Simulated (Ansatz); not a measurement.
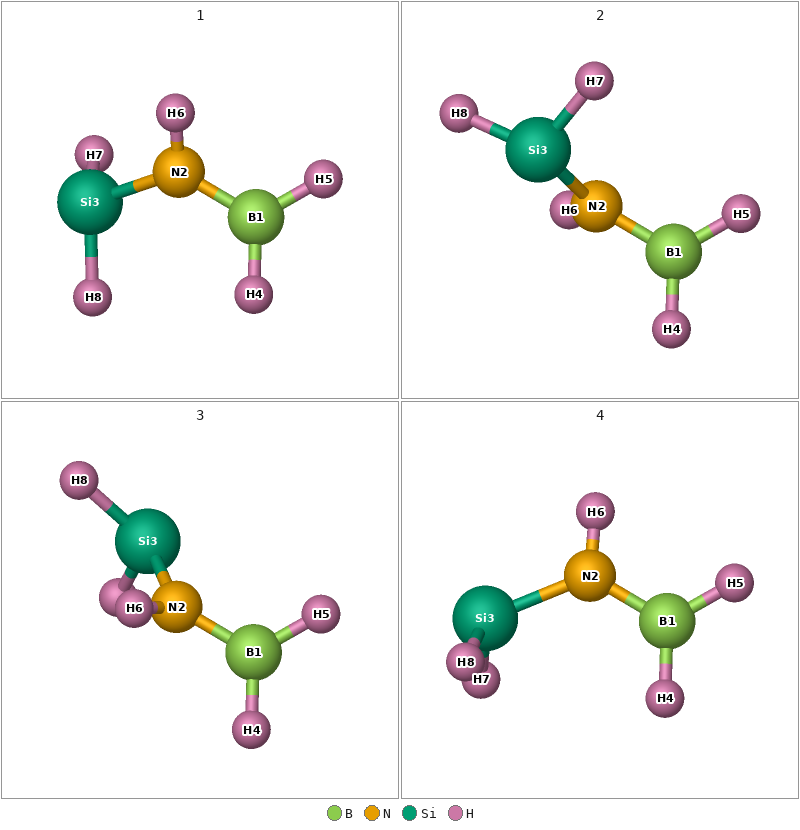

BH₅NSi, SMILES BN[SiH2], spin multiplicity 2. Coordinates scanned: (1) dihedral B1–N2–Si3–H7; (2) dihedral H4–B1–N2–Si3. Nothing is relaxed (all other coordinates rigid). The grid has 18 × 18 points. All energies are given in kJ/mol relative to the lowest grid point. All numbers below come from UKS BHLYP-D4/def2-SVP in Ansatz 0.2.0.

The numbered pictures are structures from this grid.

Which is the most stable, and how do the others follow?

4, at dihedral B1–N2–Si3–H7 = −60°, dihedral H4–B1–N2–Si3 = 0°: 12 kJ/mol; 1, at dihedral B1–N2–Si3–H7 = −100°, dihedral H4–B1–N2–Si3 = −40°: 38 kJ/mol; 3, at dihedral B1–N2–Si3–H7 = 80°, dihedral H4–B1–N2–Si3 = −120°: 93 kJ/mol; 2, at dihedral B1–N2–Si3–H7 = 60°, dihedral H4–B1–N2–Si3 = 100°: 111 kJ/mol.

The map, with the structures marked:

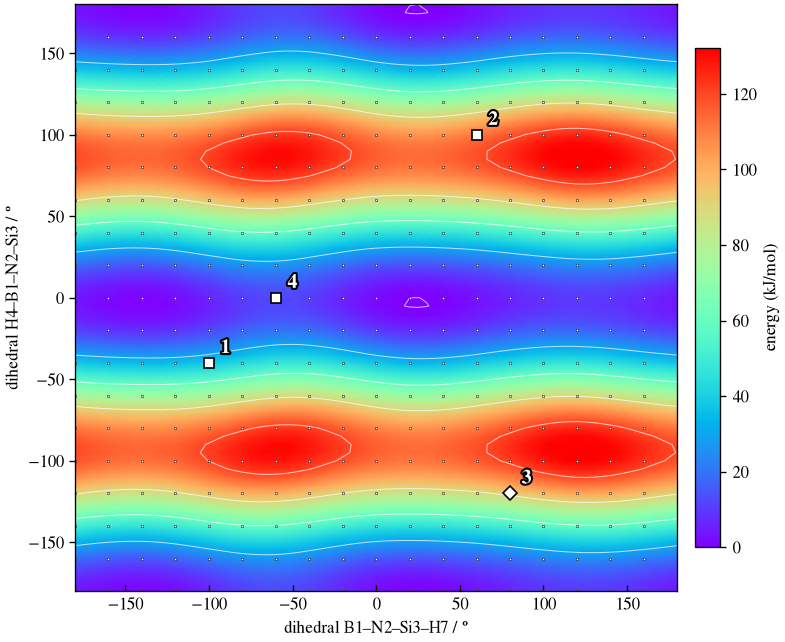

Drawn: a smooth colour map with a few white contour lines, dots at the grid points. Between grid points the surface is interpolated.
